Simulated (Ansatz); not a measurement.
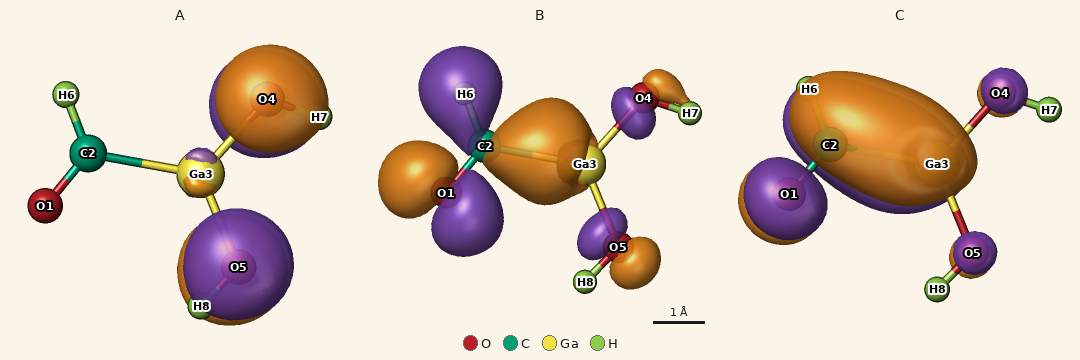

CH$_{3}$GaO$_{3}$. Three frontier orbitals at ±0.1 Å⁻³ᐟ² (orange and purple are the two phases), in no order.

Geometry: PBE0-D4/def2-TZVP.

All numbers below come from RKS PBE0-D4/def2-TZVPP in Ansatz.

```tsv
atom	x (Å)	y (Å)	z (Å)
O	-0.3787	0.1922	2.3759
C	-0.0891	0.8457	1.4096
Ga	0.0575	-0.0583	-0.3925
O	0.4811	0.8463	-1.8637
O	-0.2286	-1.8044	-0.6029
H	0.0952	1.9390	1.5147
H	0.5173	0.2995	-2.6525
H	-0.4547	-2.2599	0.2115
```

**Which picture is the HOMO−1, the HOMO and the LUMO?**

A is the HOMO−1 (−8.88 eV). Its weight (Hirshfeld) is mainly on O5 (about 45 %), O4 (about 40 %) and Ga3 (about 10 %); it changes sign across the molecular plane (π type). B is the HOMO (−7.20 eV). It lies mainly on O1 (about 45 %), C2 (about 20 %), Ga3 (about 15 %) and H6 (about 10 %); it is symmetric in the molecular plane (an in-plane orbital: σ, lone-pair or in-plane π type). C is the LUMO (−2.25 eV). Its weight (Hirshfeld) is mainly on C2 (about 35 %), Ga3 (about 30 %) and O1 (about 25 %); it changes sign across the molecular plane (π type); π-bonding across C2–Ga3; π-antibonding (a node) across O1–C2.

**What is the HOMO–LUMO gap?**

4.95 eV between the orbital energies.
